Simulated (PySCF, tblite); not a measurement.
**C₄H₁₁N₃: a rotation path, then NMR shifts on frames**

How do NMR shifts of C₄H₁₁N₃ (`[H]/N=C/[C@H](N)CCN`) change as the atoms move?

The runs use tblite 0.8.0 and PySCF 2.14.0, with density-fitted response routines of our own; the level of theory stands in each step. All values are computed, except where a source is named. Atoms are numbered from 0 throughout.

## 1. The starting structure

18 atoms, charge 0, multiplicity 1; geometry from: GFN2-xTB.

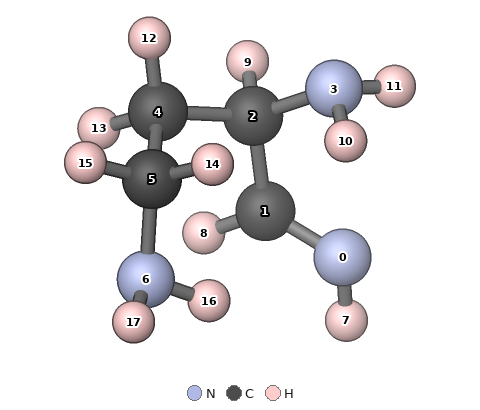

As it starts; nitrogen light blue, carbon dark grey, hydrogen pink, atoms numbered.

## 2. A band between two rotamers with GFN2-xTB

The job: settings as JSON, then the geometry in Å.

```
{"job": {"kind": "neb", "xc": "GFN2-xTB", "basis": "xTB", "atoms": [3, 2, 4, 5], "turn": 120}, "charge": 0, "multiplicity": 1}
N     -1.425831     1.832546     0.222078
C     -1.290036     0.773141    -0.440024
C     -1.006512    -0.526422     0.266335
N     -0.850765    -0.401486     1.704253
C      0.192493    -1.262860    -0.360183
C      1.546886    -0.575625    -0.178247
N      1.636256     0.643618    -0.968808
H     -1.638023     2.669319    -0.316397
H     -1.385454     0.688829    -1.530969
H     -1.888015    -1.162808     0.091515
H     -0.104251     0.256870     1.903219
H     -1.693410     0.009114     2.092837
H      0.248420    -2.247545     0.104522
H      0.008866    -1.387751    -1.428145
H      1.733804    -0.416398     0.895837
H      2.320325    -1.255038    -0.549505
H      1.009205     1.349418    -0.596646
H      2.577284     1.019396    -0.923328
```

Method: GFN2-xTB climbing-image nudged elastic band, gas phase.

On the command line:

```console
$ OMP_NUM_THREADS=1 python probes_run.py task.json out
```

One launch serves the whole session: the jobs run in the order shown.

The program printed:

```text
image   E - E0 / eV
  0       0.0000
  1       0.0246
  2       0.0904
  3       0.1523
  4       0.1584
  5       0.0975
  6       0.0183
  7      -0.0380
  8      -0.0609
```

Wall time 2.6 s (1 thread of AMD EPYC 9B45, shared host); peak memory 0.19 GiB.

The final band, with the dihedral N3–C2–C4–C5:

```
image  dihedral (°)  energy (eV)  energy (kcal/mol)
    0           -61        0.000                0.0
    1           -46        0.025                0.6
    2           -29        0.090                2.1
    3           -11        0.152                3.5
    4             6        0.158                3.7
    5            25        0.097                2.2
    6            40        0.018                0.4
    7            53       -0.038               -0.9
    8            64       -0.061               -1.4
```

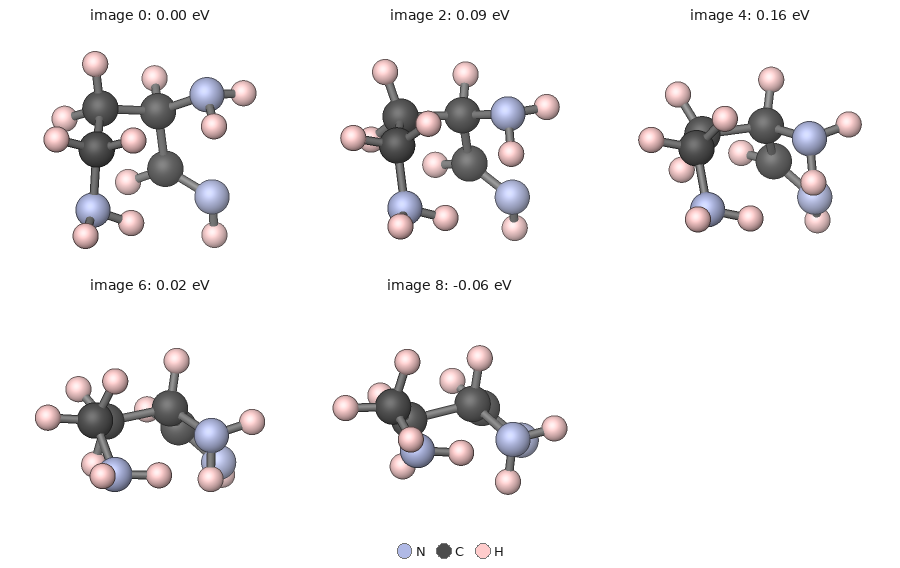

Images along the band.

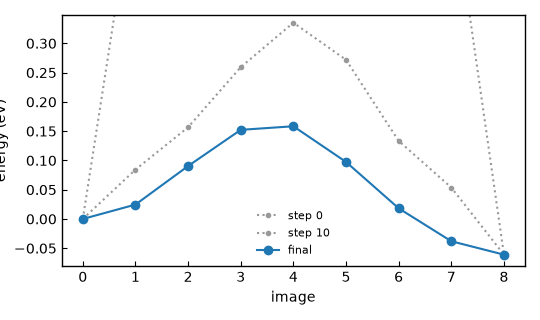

Energy along the band, early and final.

## 3. Nuclear shieldings: image 0, PBE0/pcSseg-1

The job: settings as JSON, then the geometry in Å.

```
{"job": {"kind": "nmr", "xc": "PBE0", "basis": "pcSseg-1", "pop": false}, "charge": 0, "multiplicity": 1}
N     -1.425800     1.832500     0.222100
C     -1.290000     0.773100    -0.440000
C     -1.006500    -0.526400     0.266300
N     -0.850800    -0.401500     1.704300
C      0.192500    -1.262900    -0.360200
C      1.546900    -0.575600    -0.178200
N      1.636300     0.643600    -0.968800
H     -1.638000     2.669300    -0.316400
H     -1.385500     0.688800    -1.531000
H     -1.888000    -1.162800     0.091500
H     -0.104300     0.256900     1.903200
H     -1.693400     0.009100     2.092800
H      0.248400    -2.247500     0.104500
H      0.008900    -1.387800    -1.428100
H      1.733800    -0.416400     0.895800
H      2.320300    -1.255000    -0.549500
H      1.009200     1.349400    -0.596600
H      2.577300     1.019400    -0.923300
```

With the program's defaults for keys left out, this is: GIAO PBE0/pcSseg-1 NMR shielding, non-relativistic, gas phase.

The program printed:

```text
coarse grid: 14352 points
cycle   1  E = -322.7467799861  dE =  7.595e-01  |g| = 5.507e-01  |ddm| = 3.665e+00
cycle   2  E = -322.6988226565  dE =  4.796e-02  |g| = 7.421e-01  |ddm| = 1.239e+00
cycle   3  E = -322.8144115134  dE = -1.156e-01  |g| = 1.165e-01  |ddm| = 7.304e-01
cycle   4  E = -322.8168929693  dE = -2.481e-03  |g| = 5.483e-02  |ddm| = 1.320e-01
cycle   5  E = -322.8175428278  dE = -6.499e-04  |g| = 8.232e-03  |ddm| = 5.249e-02
cycle   6  E = -322.8175557736  dE = -1.295e-05  |g| = 2.948e-03  |ddm| = 9.785e-03
cycle   7  E = -322.8175576507  dE = -1.877e-06  |g| = 5.666e-04  |ddm| = 3.066e-03
final grid: 136904 points
cycle   8  E = -322.8528908965  dE = -4.591e-05  |g| = 9.725e-03  |ddm| = 3.403e-02
cycle   9  E = -322.8528819983  dE =  8.898e-06  |g| = 1.173e-02  |ddm| = 1.902e-02
cycle  10  E = -322.8529134377  dE = -3.144e-05  |g| = 8.695e-04  |ddm| = 1.041e-02
cycle  11  E = -322.8529135645  dE = -1.268e-07  |g| = 4.798e-04  |ddm| = 1.007e-03
cycle  12  E = -322.8529136131  dE = -4.860e-08  |g| = 9.490e-05  |ddm| = 4.605e-04
cycle  13  E = -322.8529136148  dE = -1.764e-09  |g| = 3.584e-05  |ddm| = 1.139e-04
cycle  14  E = -322.8529136151  dE = -2.678e-10  |g| = 6.386e-06  |ddm| = 3.991e-05
converged SCF energy = -322.8529136151

GIAO shielding tensors (ppm)
atom      isotropic    diamagn.    paramagn.     s11        s22        s33       span
  0 N      -72.441     319.949    -392.390   -384.770    -82.532    249.980    634.750
  1 C       -2.742     254.241    -256.984   -114.567    -16.411    122.751    237.319
  2 C      125.963     246.100    -120.137    111.624    120.764    145.500     33.876
  3 N      232.218     316.112     -83.895    204.207    226.014    266.433     62.227
  4 C      148.113     246.251     -98.138    144.007    145.369    154.963     10.956
  5 C      145.794     244.745     -98.951    127.725    136.664    172.992     45.268
  6 N      226.487     315.975     -89.488    198.097    228.422    252.943     54.847
  7 H       21.225      30.138      -8.913     14.512     23.872     25.292     10.780
  8 H       22.748      31.637      -8.889     20.512     22.495     25.237      4.725
  9 H       28.380      30.417      -2.038     23.965     27.451     33.722      9.757
 10 H       30.791      33.250      -2.459     23.993     28.976     39.406     15.413
 11 H       30.389      31.259      -0.870     23.981     25.758     41.428     17.446
 12 H       29.657      30.066      -0.409     25.230     28.126     35.615     10.384
 13 H       29.611      30.695      -1.084     25.786     28.144     34.904      9.118
 14 H       28.390      30.939      -2.549     24.599     27.931     32.639      8.040
 15 H       29.011      28.911       0.100     23.734     28.063     35.237     11.503
 16 H       31.242      33.590      -2.348     21.575     32.310     39.840     18.264
 17 H       31.136      30.424       0.711     23.793     27.587     42.028     18.235
```

Wall time 12 s (1 thread of AMD EPYC 9B45, shared host); peak memory 0.79 GiB.

Shifts follow as δ = σ(reference) − σ, with reference shieldings (ppm) from runs at the same level and on the same kind of geometry: ¹H TMS 31.72, ¹³C TMS 186.9, ¹⁵N NH3 267.7. The references are single molecules in the gas phase, so shifts against H2O, NH3, PH3, H3PO4 or CFCl3 are not on the usual liquid scales and can be off by tens of ppm. Each atom is listed at this fixed geometry, with no averaging over motion; a spectrum would average atoms that exchange fast.

```
atoms                         environment  σ (ppm)  δ (ppm)
   C1                          C=N carbon     -2.7    189.7
   C2                  sp3 CH bonded to N    126.0     61.0
   C5                 sp3 CH2 bonded to N    145.8     41.1
   C4                             sp3 CH2    148.1     38.8
   H7       hydrogen on an imine nitrogen    21.23    10.49
   H8            hydrogen on a C=N carbon    22.75     8.97
   H9   hydrogen on an sp3 CH bonded to N    28.38     3.34
  H14  hydrogen on an sp3 CH2 bonded to N    28.39     3.33
  H15  hydrogen on an sp3 CH2 bonded to N    29.01     2.71
  H13              hydrogen on an sp3 CH2    29.61     2.11
  H12              hydrogen on an sp3 CH2    29.66     2.06
  H11       hydrogen on an amine nitrogen    30.39     1.33
  H10       hydrogen on an amine nitrogen    30.79     0.93
  H17       hydrogen on an amine nitrogen    31.14     0.58
  H16       hydrogen on an amine nitrogen    31.24     0.48
   N0                      imine nitrogen    -72.4    340.2
   N6                      amine nitrogen    226.5     41.2
   N3                      amine nitrogen    232.2     35.5
```

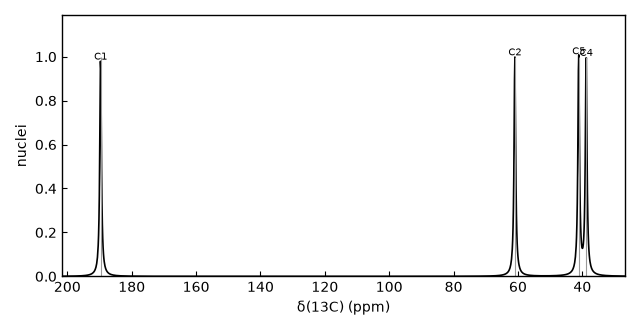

¹³C lines at the computed shifts, without couplings. Lines are broadened to a width of 0.60 ppm (Lorentzian).

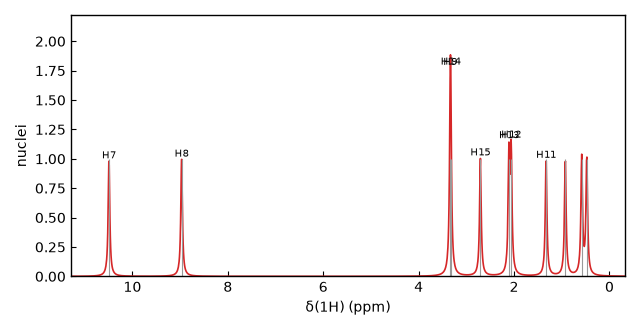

¹H lines at the computed shifts, without couplings. Lines are broadened to a width of 0.04 ppm (Lorentzian).

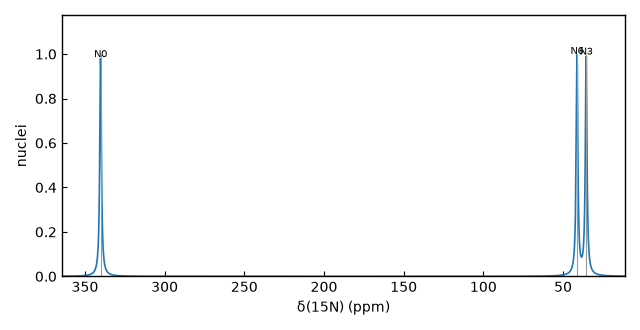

¹⁵N lines at the computed shifts, without couplings. Lines are broadened to a width of 1 ppm (Lorentzian).

## 4. Shielding tensors: image 2, PBE0/pcSseg-1

The job: settings as JSON, then the geometry in Å.

```
{"job": {"kind": "nmr", "xc": "PBE0", "basis": "pcSseg-1", "pop": false}, "charge": 0, "multiplicity": 1}
N     -1.689000     1.800100     0.018700
C     -1.572100     0.662600    -0.497800
C     -0.962000    -0.470700     0.286100
N     -0.527000    -0.088900     1.618300
C      0.164900    -1.157400    -0.526100
C      1.582400    -0.725700    -0.152900
N      1.858900     0.633800    -0.594000
H     -2.133300     2.506900    -0.562200
H     -1.913000     0.385300    -1.505600
H     -1.766600    -1.210500     0.411300
H      0.085900     0.718000     1.549000
H     -1.333500     0.227700     2.146700
H      0.100800    -2.234200    -0.370900
H      0.011900    -0.954600    -1.587200
H      1.724700    -0.881000     0.927300
H      2.283000    -1.378700    -0.683200
H      1.256500     1.294500    -0.113700
H      2.818800     0.879000    -0.375400
```

Level: GIAO PBE0/pcSseg-1 NMR shielding, non-relativistic, gas phase.

The program printed:

```text
coarse grid: 14352 points
cycle   1  E = -322.7444584639  dE =  7.563e-01  |g| = 5.507e-01  |ddm| = 3.665e+00
cycle   2  E = -322.6927450827  dE =  5.171e-02  |g| = 7.533e-01  |ddm| = 1.236e+00
cycle   3  E = -322.8122684900  dE = -1.195e-01  |g| = 1.190e-01  |ddm| = 7.375e-01
cycle   4  E = -322.8148961439  dE = -2.628e-03  |g| = 5.465e-02  |ddm| = 1.315e-01
cycle   5  E = -322.8155412786  dE = -6.451e-04  |g| = 8.296e-03  |ddm| = 5.170e-02
cycle   6  E = -322.8155545584  dE = -1.328e-05  |g| = 2.921e-03  |ddm| = 9.992e-03
cycle   7  E = -322.8155564059  dE = -1.847e-06  |g| = 5.631e-04  |ddm| = 3.006e-03
final grid: 136904 points
cycle   8  E = -322.8496575663  dE = -4.602e-05  |g| = 9.458e-03  |ddm| = 3.668e-02
cycle   9  E = -322.8496489153  dE =  8.651e-06  |g| = 1.146e-02  |ddm| = 1.846e-02
cycle  10  E = -322.8496786908  dE = -2.978e-05  |g| = 8.521e-04  |ddm| = 1.010e-02
cycle  11  E = -322.8496788167  dE = -1.259e-07  |g| = 4.503e-04  |ddm| = 9.937e-04
cycle  12  E = -322.8496788589  dE = -4.222e-08  |g| = 1.083e-04  |ddm| = 4.296e-04
cycle  13  E = -322.8496788612  dE = -2.315e-09  |g| = 3.758e-05  |ddm| = 1.224e-04
cycle  14  E = -322.8496788615  dE = -2.902e-10  |g| = 6.369e-06  |ddm| = 3.939e-05
converged SCF energy = -322.8496788615

GIAO shielding tensors (ppm)
atom      isotropic    diamagn.    paramagn.     s11        s22        s33       span
  0 N      -68.987     320.322    -389.309   -382.234    -75.020    250.292    632.527
  1 C       -0.879     253.221    -254.100   -111.543     -5.242    114.148    225.691
  2 C      128.394     245.194    -116.800    114.538    121.857    148.787     34.248
  3 N      234.754     315.994     -81.240    203.137    222.806    278.320     75.182
  4 C      152.774     246.839     -94.064    143.491    153.479    161.353     17.862
  5 C      144.363     244.771    -100.408    128.688    135.586    168.816     40.128
  6 N      227.925     315.864     -87.939    195.190    231.074    257.512     62.323
  7 H       21.266      29.428      -8.161     14.954     23.890     24.954     10.000
  8 H       23.147      30.676      -7.529     21.205     23.211     25.026      3.821
  9 H       28.382      30.564      -2.182     24.128     27.161     33.858      9.730
 10 H       31.003      33.618      -2.615     24.181     29.237     39.591     15.410
 11 H       30.608      31.291      -0.683     23.985     25.960     41.880     17.896
 12 H       29.715      30.458      -0.743     24.406     28.401     36.337     11.931
 13 H       29.982      31.035      -1.053     26.176     28.628     35.141      8.965
 14 H       27.802      30.373      -2.571     24.540     26.846     32.019      7.479
 15 H       28.965      28.806       0.159     23.678     27.928     35.289     11.612
 16 H       31.763      33.834      -2.072     23.322     32.910     39.055     15.733
 17 H       31.084      30.158       0.927     23.695     27.358     42.200     18.506
```

Wall time 12 s (1 thread of AMD EPYC 9B45, shared host); peak memory 0.81 GiB.

Key values: δ C1 187.8, C2 58.5, C5 42.6, C4 34.2, H7 10.45, H8 8.57 ppm.

(Part 1 of 2 ends here.)
